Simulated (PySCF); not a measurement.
**C₅H₁₁N₃Si: a changed input and its effect**

System: C₅H₁₁N₃Si, SMILES Cc1nncn1[SiH](C)C.
Method of run A: GIAO PBE0/pcSseg-1 NMR shielding, non-relativistic, IEF-PCM methanol (PySCF 2.14.0).

The geometry comes from this level: PBE0-D3(BJ)/def2-SVP. Text and figures count atoms from 1; the logs count them from 0 in places.

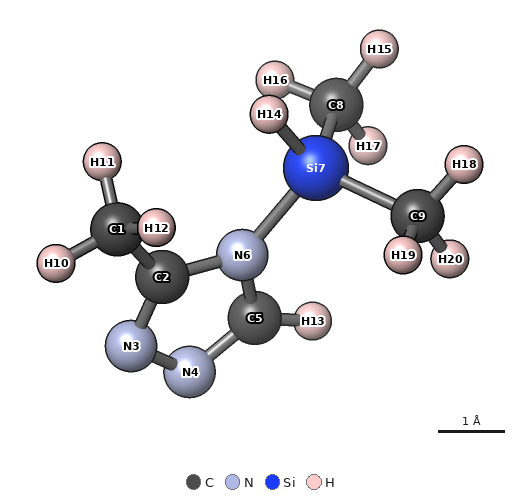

Figure 1. The input geometry (ball-and-stick view, seen at a tilt; atoms are numbered from 1 in the order of the input).

### The input, run A
```
{"job": {"kind": "nmr", "xc": "PBE0", "basis": "pcSseg-1", "solvent": "methanol", "pop": false}, "charge": 0, "multiplicity": 1}
C      2.452578    -1.164543     0.008958
C      1.900300     0.209360    -0.102268
N      2.625716     1.290898    -0.229626
N      1.786406     2.358579    -0.301631
C      0.571821     1.899595    -0.217716
N      0.559069     0.531146    -0.089521
Si    -0.902350    -0.502428     0.052834
C     -1.985417    -0.171025    -1.430783
C     -1.752381    -0.103238     1.666016
H      3.546403    -1.086957    -0.012170
H      2.130361    -1.807989    -0.824364
H      2.152911    -1.656709     0.947064
H     -0.332178     2.508213    -0.244955
H     -0.386074    -1.899453     0.044094
H     -2.879230    -0.814124    -1.408565
H     -1.440047    -0.371267    -2.365295
H     -2.324376     0.876479    -1.450351
H     -2.642490    -0.736881     1.804388
H     -1.075082    -0.269764     2.517185
H     -2.077388     0.948630     1.689725
```

The first line tells a small driver script what to run in PySCF; the rest is the geometry in Å.

Command:
```bash
OMP_NUM_THREADS=1 python <driver script> task.json out
```

Hardware: 1 CPU thread, shared host.

### Output (run A)
```
coarse grid: 17064 points
cycle   1  E = -650.2387199452  dE =  1.164e+00  |g| = 5.360e-01  |ddm| = 4.070e+00
cycle   2  E = -650.2078965833  dE =  3.082e-02  |g| = 6.548e-01  |ddm| = 9.876e-01
cycle   3  E = -650.3047532180  dE = -9.686e-02  |g| = 1.482e-01  |ddm| = 5.589e-01
cycle   4  E = -650.3089941530  dE = -4.241e-03  |g| = 4.857e-02  |ddm| = 1.297e-01
cycle   5  E = -650.3095171106  dE = -5.230e-04  |g| = 7.823e-03  |ddm| = 4.232e-02
cycle   6  E = -650.3095282932  dE = -1.118e-05  |g| = 3.520e-03  |ddm| = 8.825e-03
cycle   7  E = -650.3095308892  dE = -2.596e-06  |g| = 7.737e-04  |ddm| = 2.680e-03
final grid: 160040 points
cycle   8  E = -650.3568700978  dE = -4.932e-05  |g| = 8.089e-03  |ddm| = 3.543e-02
cycle   9  E = -650.3568685819  dE =  1.516e-06  |g| = 8.580e-03  |ddm| = 1.346e-02
cycle  10  E = -650.3568864246  dE = -1.784e-05  |g| = 9.192e-04  |ddm| = 6.590e-03
cycle  11  E = -650.3568865891  dE = -1.644e-07  |g| = 4.029e-04  |ddm| = 9.329e-04
cycle  12  E = -650.3568866217  dE = -3.261e-08  |g| = 1.108e-04  |ddm| = 3.472e-04
cycle  13  E = -650.3568866244  dE = -2.704e-09  |g| = 2.620e-05  |ddm| = 1.038e-04
cycle  14  E = -650.3568866245  dE = -1.348e-10  |g| = 8.614e-06  |ddm| = 2.697e-05
converged SCF energy = -650.3568866245

GIAO shielding tensors (ppm)
atom      isotropic    diamagn.    paramagn.     s11        s22        s33       span
  0 C      170.475     246.712     -76.237    160.095    166.040    185.288     25.193
  1 C       24.868     252.086    -227.218    -61.687     31.138    105.155    166.843
  2 N      -77.486     335.668    -413.154   -271.885   -110.339    149.766    421.651
  3 N      -81.913     334.987    -416.900   -300.682   -119.138    174.081    474.763
  4 C       32.982     251.672    -218.690    -61.480     49.258    111.167    172.647
  5 N       62.404     334.637    -272.232    -29.117     41.380    174.949    204.066
  6 Si     352.984     883.842    -530.858    317.135    354.969    386.848     69.713
  7 C      186.455     256.558     -70.103    178.032    189.954    191.379     13.347
  8 C      185.994     256.621     -70.627    177.829    188.596    191.555     13.726
  9 H       28.478      26.023       2.455     23.239     27.188     35.005     11.766
 10 H       28.738      29.073      -0.335     23.865     27.928     34.421     10.556
 11 H       28.765      29.244      -0.479     23.768     28.149     34.377     10.609
 12 H       23.054      31.336      -8.282     19.421     22.570     27.172      7.751
 13 H       26.038      32.394      -6.356     21.894     25.853     30.367      8.473
 14 H       30.788      29.315       1.473     26.410     27.418     38.538     12.128
 15 H       30.766      31.569      -0.804     26.140     28.562     37.594     11.455
 16 H       30.503      31.573      -1.070     25.932     28.776     36.801     10.869
 17 H       30.808      29.360       1.448     26.489     27.391     38.545     12.056
 18 H       30.740      31.684      -0.944     25.956     28.729     37.536     11.580
 19 H       30.586      31.596      -1.010     26.018     28.892     36.847     10.829
```

The input of run B differs as follows (lines with − go, lines with + come):
```diff
-"solvent": "methanol"
-"pop": false
+"solvent": "chloroform"
+"pop": true
```

What does this change do to the results?

The total energy of run B is 3.5 kcal/mol higher: the change of the electrostatic solvation energy at this fixed geometry, without cavity or dispersion terms. The HOMO goes from −7.45 to −7.37 eV. The dipole moment goes from 8.54 to 7.97 D. Of all shieldings, the largest change is that of N4, by −7.7 ppm. The number of SCF iterations is the same.

### Output (run B)
```
coarse grid: 17064 points
cycle   1  E = -650.2305479753  dE =  1.172e+00  |g| = 5.430e-01  |ddm| = 4.070e+00
cycle   2  E = -650.1920100226  dE =  3.854e-02  |g| = 6.873e-01  |ddm| = 1.023e+00
cycle   3  E = -650.2980001376  dE = -1.060e-01  |g| = 1.644e-01  |ddm| = 6.069e-01
cycle   4  E = -650.3033167392  dE = -5.317e-03  |g| = 5.020e-02  |ddm| = 1.429e-01
cycle   5  E = -650.3038791584  dE = -5.624e-04  |g| = 8.205e-03  |ddm| = 4.523e-02
cycle   6  E = -650.3038914971  dE = -1.234e-05  |g| = 3.667e-03  |ddm| = 8.903e-03
cycle   7  E = -650.3038943259  dE = -2.829e-06  |g| = 8.124e-04  |ddm| = 2.769e-03
final grid: 160040 points
cycle   8  E = -650.3512523377  dE = -4.937e-05  |g| = 8.110e-03  |ddm| = 3.576e-02
cycle   9  E = -650.3512505811  dE =  1.757e-06  |g| = 8.652e-03  |ddm| = 1.363e-02
cycle  10  E = -650.3512687761  dE = -1.820e-05  |g| = 9.589e-04  |ddm| = 6.724e-03
cycle  11  E = -650.3512689548  dE = -1.787e-07  |g| = 4.184e-04  |ddm| = 9.888e-04
cycle  12  E = -650.3512689902  dE = -3.536e-08  |g| = 1.144e-04  |ddm| = 3.655e-04
cycle  13  E = -650.3512689931  dE = -2.883e-09  |g| = 2.840e-05  |ddm| = 1.083e-04
cycle  14  E = -650.3512689932  dE = -1.589e-10  |g| = 9.489e-06  |ddm| = 2.986e-05
converged SCF energy = -650.3512689932

GIAO shielding tensors (ppm)
atom      isotropic    diamagn.    paramagn.     s11        s22        s33       span
  0 C      170.363     246.988     -76.625    160.372    165.931    184.786     24.413
  1 C       26.330     252.075    -225.746    -61.288     35.373    104.904    166.193
  2 N      -84.866     334.575    -419.441   -287.835   -116.137    149.373    437.208
  3 N      -89.582     333.997    -423.579   -317.549   -124.611    173.414    490.964
  4 C       34.566     251.926    -217.360    -60.882     53.925    110.655    171.538
  5 N       65.021     334.900    -269.879    -25.950     45.803    175.211    201.161
  6 Si     353.874     883.878    -530.004    318.804    356.222    386.596     67.792
  7 C      186.172     256.442     -70.270    177.917    189.557    191.041     13.124
  8 C      185.702     256.513     -70.812    177.691    188.182    191.231     13.540
  9 H       28.398      26.081       2.317     23.186     27.059     34.949     11.763
 10 H       28.842      29.270      -0.429     24.005     28.050     34.469     10.464
 11 H       28.879      29.452      -0.572     23.918     28.286     34.434     10.516
 12 H       23.201      31.539      -8.338     19.662     22.593     27.348      7.687
 13 H       26.062      32.420      -6.358     21.922     25.875     30.388      8.465
 14 H       30.838      29.357       1.481     26.486     27.475     38.552     12.066
 15 H       30.750      31.543      -0.792     26.137     28.538     37.576     11.438
 16 H       30.569      31.615      -1.045     26.029     28.860     36.819     10.789
 17 H       30.859      29.403       1.456     26.566     27.451     38.560     11.994
 18 H       30.734      31.667      -0.932     25.965     28.717     37.521     11.556
 19 H       30.639      31.627      -0.988     26.101     28.959     36.857     10.756
```

### The two runs side by side

```tsv
quantity	run A	run B
outcome	converged	converged
total energy (hartree)	−650.356887	−650.351269
HOMO (eV)	−7.45	−7.37
LUMO (eV)	0.16	0.18
dipole moment (D)	8.54	7.97
shielding of C2 (ppm)	24.9	26.3
shielding of N3 (ppm)	−77.5	−84.9
shielding of N4 (ppm)	−81.9	−89.6
shielding of C5 (ppm)	33.0	34.6
shielding of N6 (ppm)	62.4	65.0
shielding of Si7 (ppm)	353.0	353.9
shielding of C9 (ppm)	186.0	185.7
SCF iterations	14	14
basis functions	215	215
wall time (shared host)	38 s	41 s
```
